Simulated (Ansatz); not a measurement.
# ClHSSi: vertical ionisation energy

How much energy removes an electron from ClHSSi at fixed geometry? The cation is run at each level and the neutral's energy taken from earlier runs.

Program: Ansatz 0.2.0, Gaussian basis. Level of theory: unrestricted cation, the program's frozen cores in correlated methods. These are calculated values, not measurements.

Levels to be run: UKS PBE-D4/def2-TZVPP; UKS r2SCAN-D4/def2-TZVPP; UKS PBE0-D4/def2-TZVPP; UKS B3LYP-D4/def2-TZVPP; UKS wB97X-V/def2-TZVPP; UKS wB97M-V/def2-TZVPP; UKS B2PLYP/def2-TZVPP; UHF-CCSD(T)/def2-TZVPP; UHF-MP2/def2-QZVPP; extrapolation to the limit; then −ε(HOMO) from the neutral's earlier runs with LDA (SPW92), PBE-D4, revPBE-D4, BLYP-D4, r2SCAN-D4, B97M-V, PBE0-D4, B3LYP-D4, r2SCANh-D4, r2SCAN0-D4, HSE06-D4, BHLYP-D4, CAM-B3LYP-D4, LC-ωPBE, ωB97X-V, ωB97M-V.

### 1 The relaxed structure

All runs share one geometry, relaxed beforehand with PBE0-D4 in a triple-zeta def2 set.

SMILES `S[Si]Cl`, 4 atoms, charge 0, spin multiplicity 1.

Atoms are counted from 1 here; the program's logs count them from 0.

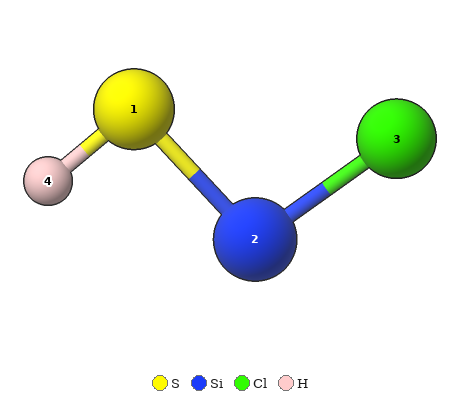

The geometry (sulfur yellow, silicon blue, chlorine green, hydrogen pink); atoms are numbered from 1 in the order of the file.

### 2 Cation, UKS PBE-D4/def2-TZVPP

File in.yaml:

```yaml
crystal:
  periodic: [false, false, false]
  atoms:
    - {symbol: S, position_ang: [-0.093079, 0.947972, -0.588683]}
    - {symbol: Si, position_ang: [-0.226972, -0.909902, 0.454071]}
    - {symbol: Cl, position_ang: [1.776849, -1.039735, 1.019063]}
    - {symbol: H, position_ang: [-1.401296, 0.941367, -0.904650]}
basis:
  gaussian: {orbitals: def2-TZVPP}
total_charge: 1
magnetization: {spin_polarized: true, initial_magnetization: 1}
hamiltonian: {xc: pbe, dispersion: d4}
```

On the command line:

```
ansatz run in.yaml --threads 4 --pin off --events-out ev --progress --plain --max-ram 10444MiB
```

Further steps of the session: Cation, UKS r2SCAN-D4/def2-TZVPP; Cation, UKS PBE0-D4/def2-TZVPP; Cation, UKS B3LYP-D4/def2-TZVPP; Cation, UKS wB97X-V/def2-TZVPP; Cation, UKS wB97M-V/def2-TZVPP; Cation, UKS B2PLYP (frozen core)/def2-TZVPP; Cation, UHF-CCSD(T)/def2-TZVPP; Cation, UHF-MP2/def2-QZVPP.

Q: Predict the results of all the runs planned. Wanted: ionisation energy, CCSD(T)/CBS; nearest functional by difference; nearest −ε(HOMO); −ε(HOMO) of PBE; T1 of the cation.

The runs gave:

```
                        quantity               value
  ionisation energy, CCSD(T)/CBS             9.56 eV
nearest functional by difference  ωB97X-V (-0.10 eV)
                nearest −ε(HOMO)  ωB97X-V (-0.12 eV)
                 −ε(HOMO) of PBE             6.16 eV
                T1 of the cation               0.023
```

**Reading.** Energy differences with functionals land within 0.39 eV of the reference. The PBE orbital energy is 3.4 eV too small: a semilocal HOMO is no ionisation energy. Among orbital estimates ωB97X-V comes nearest. Hartree-Fock falls 0.95 eV short, as the neutral has more correlation energy than the cation. The cation may have settled in a state other than its lowest; no search over hole states beyond the program's own was made.
